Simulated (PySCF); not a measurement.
Hf(O)2, SMILES [O]=[Hf]=[O], B3LYP/def2-SVP optimised geometry. Atoms within 1.6 Å of the plane z = 0.8 Å (x, y, z in Å): Hf1 (-0.63, -0.86, 0.00), O2 (-1.16, 0.86, 0.00), O3 (1.16, -0.86, 0.00).

Method: PySCF with B3LYP/def2-TZVP, def2 effective core potentials past Kr. The core electrons that the potentials of Hf replace are not part of the density.

Map of the electron localisation function on the plane z = 0.8 Å:

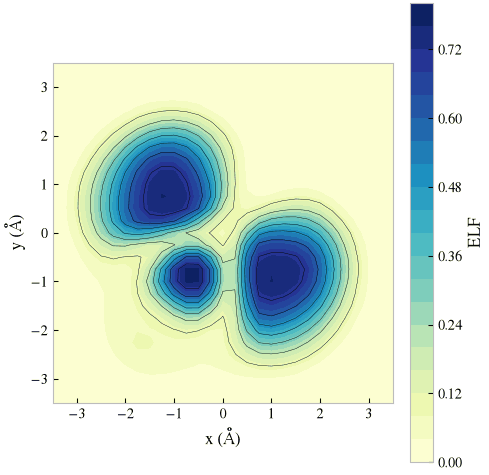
Electron localisation function on the plane z = 0.8 Å.
